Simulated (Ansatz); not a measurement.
System (SMILES): [SiH2] (SiH2) (closed-shell singlet).
Geometry (B3LYP-D3(BJ)/def2-TZVP, fixed):
```xyz
3

Si     0.0052     0.0009     0.1327
H     -0.0342     1.0849    -0.9366
H     -0.0389    -1.0973    -0.9218
```
Charge 0, spin multiplicity 1.

Basis-set convergence of the dipole moment at CCSD(T) with Ansatz (an electronic-structure program). Dipoles come from the density behind the forces; the sign is taken along the dipole that this method gives in the largest set. The reference of a correlated method is not its basis-set limit, which lies further on. Cartesian d functions, on some or all atoms, in 6-311G**; all else is spherical. Cores are frozen. A restricted Hartree-Fock determinant is unstable towards unrestricted orbitals. No added dispersion term, no relativity. Reference: the value in aug-pcseg-3, 0.106 D, itself unsure by roughly 0.015 D (its mean distance from aug-cc-pV(Q+d)Z, def2-QZVPPD). Deviations are taken from unrounded values.

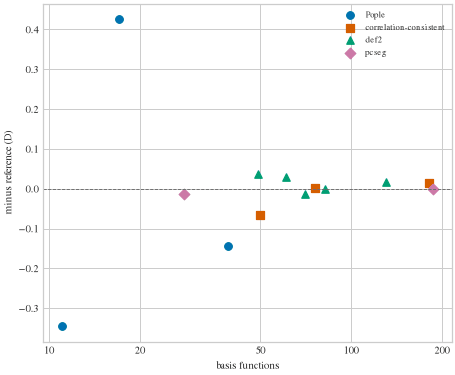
Figure. Deviation from the reference against the number of basis functions, by family of sets.

```json
[
 {"basis": "STO-3G", "functions": "11", "dipole moment (D)": "-0.240", "minus reference (D)": "-0.346"},
 {"basis": "3-21G", "functions": "17", "dipole moment (D)": "0.532", "minus reference (D)": "0.426"},
 {"basis": "pcseg-1", "functions": "28", "dipole moment (D)": "0.093", "minus reference (D)": "-0.013"},
 {"basis": "6-311G**", "functions": "39", "dipole moment (D)": "-0.039", "minus reference (D)": "-0.145"},
 {"basis": "def2-TZVP", "functions": "49", "dipole moment (D)": "0.143", "minus reference (D)": "0.037"},
 {"basis": "aug-cc-pV(D+d)Z", "functions": "50", "dipole moment (D)": "0.041", "minus reference (D)": "-0.065"},
 {"basis": "def2-TZVPD", "functions": "61", "dipole moment (D)": "0.136", "minus reference (D)": "0.030"},
 {"basis": "def2-TZVPP", "functions": "70", "dipole moment (D)": "0.094", "minus reference (D)": "-0.012"},
 {"basis": "jun-cc-pV(T+d)Z", "functions": "76", "dipole moment (D)": "0.107", "minus reference (D)": "0.001"},
 {"basis": "def2-TZVPPD", "functions": "82", "dipole moment (D)": "0.107", "minus reference (D)": "0.000"},
 {"basis": "def2-QZVPP", "functions": "130", "dipole moment (D)": "0.123", "minus reference (D)": "0.017"},
 {"basis": "aug-cc-pV(Q+d)Z", "functions": "181", "dipole moment (D)": "0.120", "minus reference (D)": "0.014"},
 {"basis": "aug-pcseg-3", "functions": "187", "dipole moment (D)": "0.106", "minus reference (D)": "0.000"}
]
```
